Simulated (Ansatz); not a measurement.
# Settings and their price: generalised stacking fault on (111) (glide set) of a Ge-Si solid solution (72 atoms)

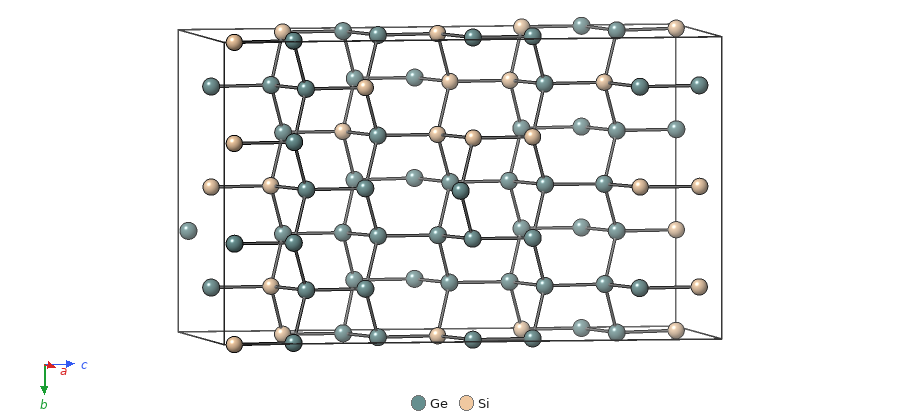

The cell (germanium teal, silicon light orange). Bonds to atoms that aren't drawn are left out. Some periodic images of atoms are drawn too.

The cell holds 72 atoms: 51 Ge and 21 Si. Cell: a = 6.849 Å, b = 11.862 Å, c = 19.704 Å, α = 90.0°, β = 83.3°, γ = 90.0°. It derives from Ge and Si. Diamond-structure Ge lattice (a = 5.5919 Å, the value set for the mixture), cell with z along [111], 1 x 3 x 2 periods; the third cell vector is tilted by 0.333 of 1/2[11-2] and lengthened by 0.2 Å, so the cell holds one fault (glide set); displaced by a Gaussian of 0.01 Å; 21 of 72 Ge sites given to Si at random (lattice constant by Vegard's rule between Ge and Si).

Geometry: as built.

Reference run: Kohn-Sham DFT, PBE, PAW (set soft_2), plane waves (Ansatz 0.2.0), cutoff 750 eV, k-mesh 2×1×1, gaussian smearing of 0.05 eV.

| Item | Value |
| --- | --- |
| r.m.s. force component | 0.4669 eV/Å |
| gap (highest filled to lowest empty level) | 0.2039 eV |
| SCF cycles | 9 |
| time | 52 s on 8 threads of Arm Neoverse V1, shared host |

**Question.** The same geometry is run again with each of these changes. How far do the results move, and how long does each run take?
- support functions medium
- support functions low
- support functions high
- support functions medium, radius 4.06 Å
- support functions medium, radius 4.39 Å
- support functions medium, radius 4.69 Å
- support functions medium, radius 5.02 Å
- support functions medium, radius 5.65 Å
- support functions medium, radius 6.28 Å

Each row is set against the run with plane waves at 750 eV (Kohn-Sham DFT, PBE, PAW (set soft_2), plane waves; r.m.s. force component 0.467 eV/Å). Energies are set beside the reference only for runs with its functional, potentials and electron count. Times are for 8 threads of Arm Neoverse V1, shared host.

```csv
run,"Δ force, r.m.s. (meV/Å)",share of r.m.s. force (%),Δ energy (meV/atom),Δ gap (eV),cycles,time,host memory (GiB)
reference,-,-,-,-,9,52 s,9.1
support functions medium,0.188,0.0402,-0.148,-1.0e-4,12,72 s,3.4
support functions low,0.188,0.0402,-0.148,-1.0e-4,12,72 s,3.4
support functions high,0.023,0.0049,-0.102,1.0e-4,16,5.2 min,7.0
"support functions medium, radius 4.06 Å",0.286,0.0612,-0.149,-1.0e-4,12,67 s,3.2
"support functions medium, radius 4.39 Å",0.149,0.032,-0.148,-1.0e-4,13,84 s,3.6
"support functions medium, radius 4.69 Å",0.113,0.0242,-0.150,0,13,1.7 min,4.1
"support functions medium, radius 5.02 Å",0.111,0.0238,-0.150,0,13,2.1 min,4.6
"support functions medium, radius 5.65 Å",0.114,0.0245,-0.150,0,13,3.6 min,5.5
"support functions medium, radius 6.28 Å",0.114,0.0244,-0.150,0,14,5.4 min,6.9
```

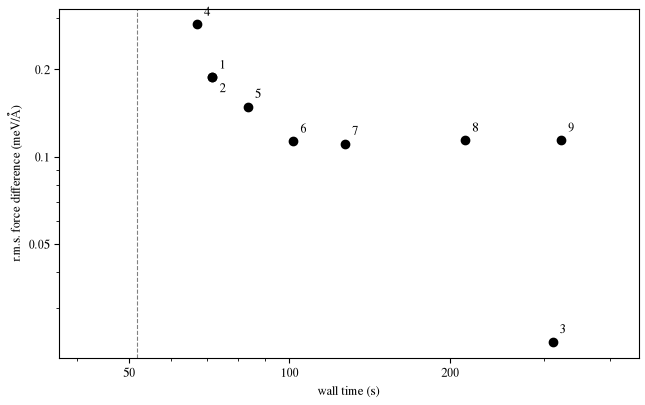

Force difference from the reference against wall time; the dashed line marks the reference's time. Points: 1 support functions medium; 2 support functions low; 3 support functions high; 4 support functions medium, radius 4.06 Å; 5 support functions medium, radius 4.39 Å; 6 support functions medium, radius 4.69 Å; 7 support functions medium, radius 5.02 Å; 8 support functions medium, radius 5.65 Å; 9 support functions medium, radius 6.28 Å.

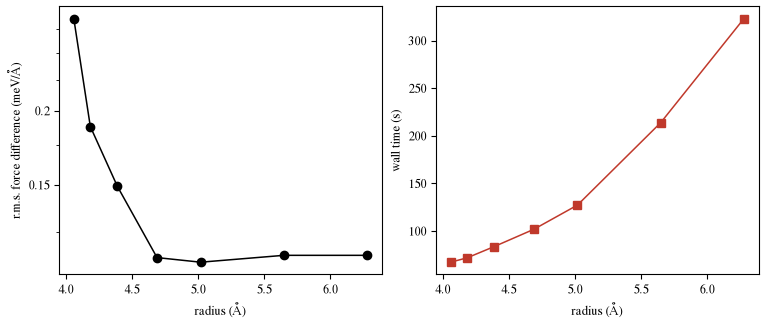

Force difference and time against the radius.

Among numerical settings the force difference runs from 0.023 meV/Å (support functions high) to 0.29 meV/Å (support functions medium, radius 4.06 Å). At 72 atoms the fastest of the runs at a preset level, support functions low, takes 1.4 times the time of plane waves, in 12 SCF cycles against 9. Differences between support functions and plane waves include what basis error the plane-wave run still has. As the radius goes from 4.06 to 6.28 Å, the force difference goes from 0.29 to 0.11 meV/Å (not steadily; the least is 0.11 at 5.02 Å), and the time from 67 s to 5.4 min. 

[Logs are printed without paths, hosts, clocks, repeated set-up lines and the standing remarks that a program may print on its own settings, such as how far it seeks lower states.]

[Hosts, paths, dates, database ids (printed as entryN), source tags and the programs' standing remarks are cut or masked in the printed files.]
